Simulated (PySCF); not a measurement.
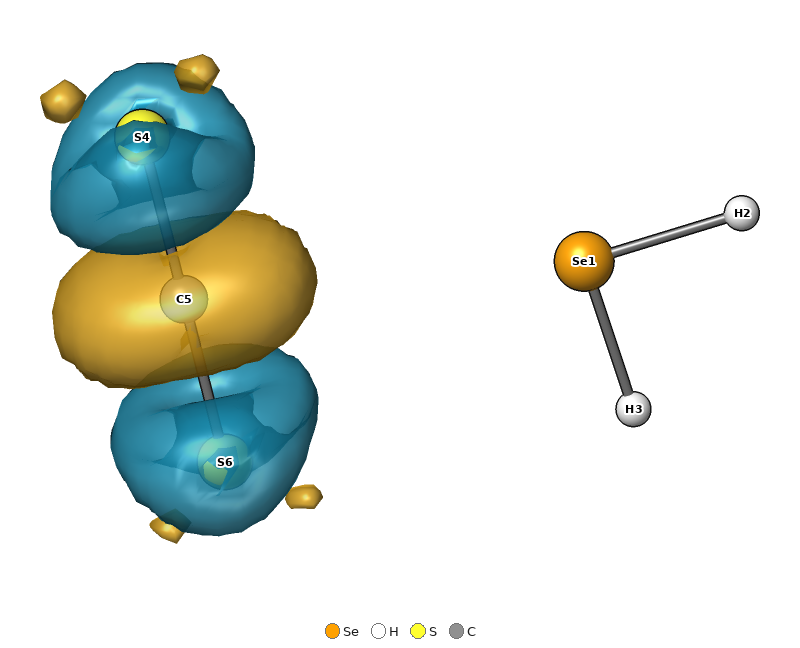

Figure 1: CH$_{2}$S$_{2}$Se, SMILES `[SeH2].S=C=S`. Unrelaxed difference density of S₁ less the ground state (TDA singlet states), ±0.03 e/Å³; yellow: gain, teal: loss.

PySCF calculation, CAM-B3LYP/def2-SVP, gas phase; geometry: GFN2-xTB. The pair's geometry is semi-empirical, so its contact may be too short or too long. GFN2-xTB bond lengths at metals and heavier atoms can be off by up to 0.1 Å and shapes distorted, which carries into these values. Without diffuse functions Rydberg states are missing, so the states' numbers hold for this basis only.

Input

```python
import numpy as np
from pyscf import gto, scf, dft, tdscf
from pyscf.scf import atom_ks, atom_hf
from scipy.linalg import block_diag

def solve(mol, dm0=None, hcore=None):
    mf = (dft.UKS if mol.spin else dft.RKS)(mol, xc='camb3lyp')
    mf.grids.level = 3
    mf = mf.density_fit(auxbasis='def2-universal-jkfit')
    mf.conv_tol, mf.max_cycle = 1e-8, 80
    if hcore is not None:
        mf.get_hcore = lambda *args: hcore
    mf.kernel(dm0)
    if not mf.converged:
        mf = mf.newton().run(mf.mo_coeff, mf.mo_occ, max_cycle=30)
    assert mf.converged, 'SCF not converged'
    return mf

mol = gto.M(atom='''
Se    -1.75945    -0.14058     0.00000
H     -3.13783    -0.54646     0.00000
H     -2.13015     1.24737     0.00000
S      2.01002    -1.41399     0.00000
C      1.71133     0.10595     0.00000
S      1.41631     1.62919     0.00000
''', basis='def2-svp', charge=0, spin=0, verbose=4)
mf = solve(mol)
td = mf.TDA()
td.nstates, td.singlet, td.conv_tol = 5, True, 1e-5
td.kernel()
td.analyze()
x, y = np.array([p[0] for p in td.xy]), np.array([p[1] + 0 * p[0] for p in td.xy])
f, mu = td.oscillator_strength(), td.transition_dipole()
nto = [td.get_nto(state=i + 1, verbose=4) for i in range(len(td.e))]
# spherically averaged free atoms, for the promolecule
atm = atom_ks.get_atm_nrks(mol, xc='camb3lyp')
pro = block_diag(*[(atm[a[0]][2] * atm[a[0]][3]) @ atm[a[0]][2].T for a in mol._atom])
np.savez('result.npz', e=td.e, f=f, ok=td.converged, w=[n[0] for n in nto], nto=[n[1] for n in nto], x=x, y=y, c=mf.mo_coeff, occ=mf.mo_occ, eps=mf.mo_energy, pro=pro, mu=mu)
```

Launched as:

```sh
OMP_NUM_THREADS=1 python input.py
```

The run took 100 s on 1 thread of Arm Neoverse V1 (shared host), peak memory 0.53 GiB.

> How does the charge move on excitation?

0.46 e is displaced in all, of which about 0.3 e passes between atoms: S6 (0.15 e) and S4 (0.14 e) lose electrons and C5 (0.29 e) gains them. The state: 3.98 eV (312 nm), f = 0.000 (dark); the leading pair carries 62 %; hole on S4 and S6 (46 % each) and C5 (8 %), electron on C5 (36 %), S4 (32 %) and S6 (31 %) (shares are of the whole state, not of the leading pair alone); their centroids lie 0.0 Å apart.
